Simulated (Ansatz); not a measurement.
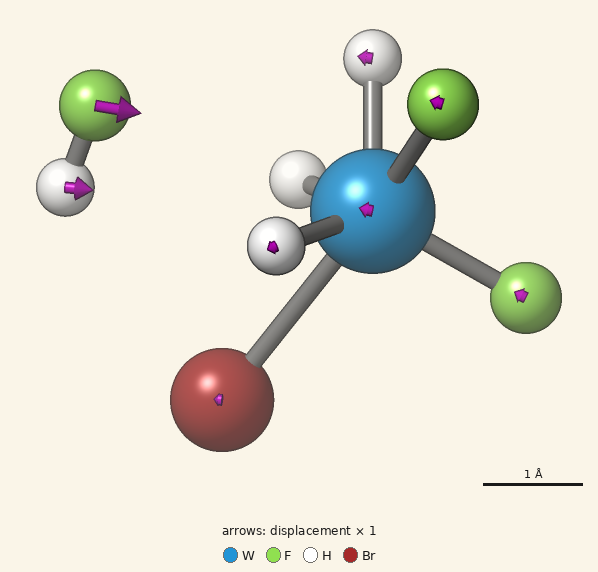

This is a relaxation of WH₄BrF₃. The starting structure is drawn; purple arrows show the displacements, at their true length. The two geometries are superimposed by the best rigid fit.

A ball-and-stick model, seen at a tilt.

The run prepares an end point of a later path (reaction) calculation, from a guessed geometry.

Method: RKS r2SCAN/def2-SVP in Ansatz.

The input:
```yaml
crystal:
  periodic: [false, false, false]
  atoms:
    - { symbol: W, position_ang: [0.097697, 0.222213, -0.382936] }
    - { symbol: F, position_ang: [0.280801, 0.210322, 2.646762] }
    - { symbol: H, position_ang: [1.418805, -0.55468, 0.299044] }
    - { symbol: H, position_ang: [-0.608994, 1.446185, 0.512996] }
    - { symbol: F, position_ang: [-1.755489, -0.183175, -0.499351] }
    - { symbol: H, position_ang: [-0.048418, -1.356537, 0.150526] }
    - { symbol: F, position_ang: [0.342312, 0.339582, -2.187954] }
    - { symbol: Br, position_ang: [1.932401, 1.894376, 0.237769] }
    - { symbol: H, position_ang: [0.957986, 0.843413, 2.583243] }
basis:
  gaussian: { orbitals: def2-SVP }
hamiltonian:
  xc: r2scan
relax:
  f_tol: 0.03
  max_steps: 50
```

Command:
```bash
ansatz run input.yaml --threads 4 --pin off --max-ram 5120MiB --backend cpu --events-out ev --progress --plain --runs-dir out
```

### Atoms of which element are displaced furthest, and by how much?

Fluorine: up to 0.49 Å, against 0.30 Å for hydrogen.

### Describe the change and its energy.

F2 moves most after the best rigid fit: 0.49 Å. Largest moves by element: F 0.49 Å, H 0.30 Å, W 0.15 Å, Br 0.09 Å. Some distances before and after: W1–F2 3.035 → 2.411 Å, W1–H9 3.150 → 2.708 Å, F2–H9 0.929 → 0.945 Å, W1–Br8 2.559 → 2.553 Å. Among the angles between lasting bonds that change: H3–W1–H4 117.0° → 123.5°, H3–W1–F7 109.0° → 103.7°, H4–W1–H6 118.9° → 122.0°. Over 5 geometry steps the energy falls by 0.260 eV. Largest force component: 0.57 eV/Å at the start, 0.027 eV/Å at the end.

Limits of the set-up: the start holds two separate molecules, 2.6 Å apart at their closest, whose relative position is a soft coordinate and is computed without a dispersion correction.
